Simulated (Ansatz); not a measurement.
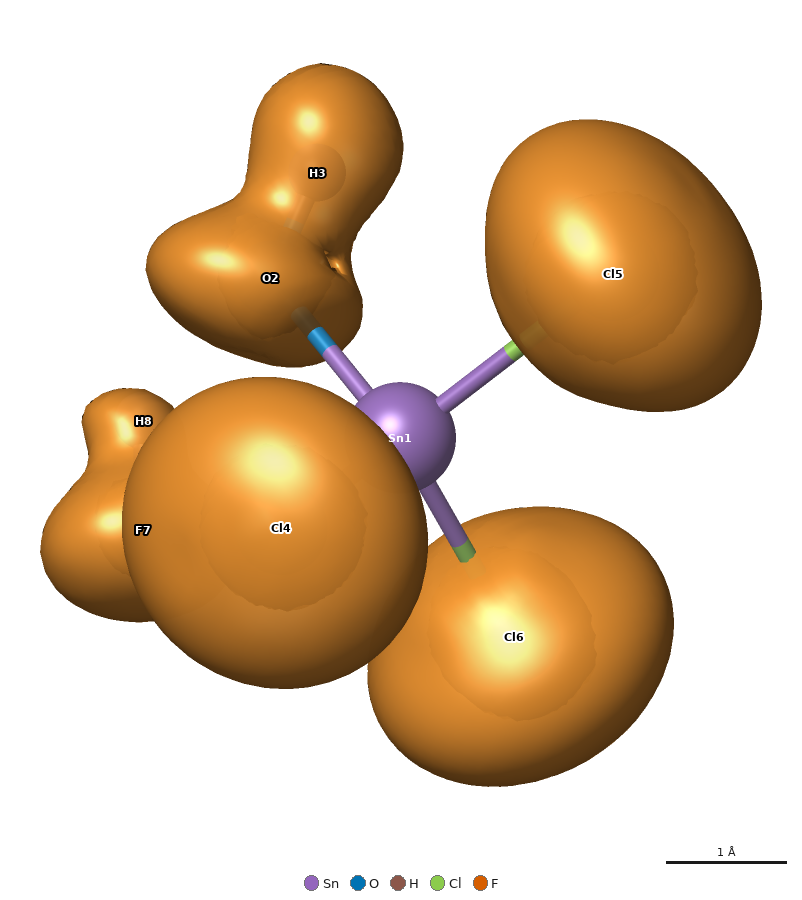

*Cl$_{3}$HOSn···HF. Isosurface of the ELF at 0.75 (orange), seen at a tilt. Core shells and regions of very low density are left out.*

Core potentials replace the inner electrons of Sn.

These are results of RKS PBE0/def2-SVP (Ansatz), not measurements.

The calculation's input:

```
crystal:
  periodic: [false, false, false]
  atoms:
    - { symbol: Sn, position_ang: [-0.103307, 0.078326, -0.044875] }
    - { symbol: O, position_ang: [-0.053845, 0.011708, 1.919275] }
    - { symbol: H, position_ang: [-0.898871, 0.284895, 2.308151] }
    - { symbol: Cl, position_ang: [2.038224, 0.350069, -0.862131] }
    - { symbol: Cl, position_ang: [-1.352526, 1.969893, -0.584791] }
    - { symbol: Cl, position_ang: [-1.212274, -1.733646, -0.971716] }
    - { symbol: F, position_ang: [1.40308, -2.254368, 1.254986] }
    - { symbol: H, position_ang: [1.144718, -1.831477, 2.036101] }
basis:
  gaussian: { orbitals: def2-SVP }
hamiltonian:
  xc: pbe0
relax:
  f_tol: 0.03
  max_steps: 50
output:
  orbitals: {}
```

Run with:

```sh
ansatz run input.yaml --threads 4 --pin off --max-ram 5120MiB --backend cpu --events-out ev --progress --plain --runs-dir out
```

The fields are those of the relaxed geometry.

> Identify the bonds, lone pairs and shells in this picture.

The ELF exceeds this value in three regions wrapped around Cl (the valence shell of each), one joined region spread over several atoms (F, H), in which their bonds and any lone pairs are merged and one joined region spread over several atoms (H, O), in which their bonds and any lone pairs are merged. Along the contacts the grid gives the following. O2···H8 (1.63 Å): the ELF dips to about 0.15 between them; a closed-shell contact with the geometry of a hydrogen bond. Sn–O (1.99 Å): the ELF peaks at about 0.85 in the valence shell of O, 0.5 Å from its nucleus, and drops to about 0.15 between the two atoms.
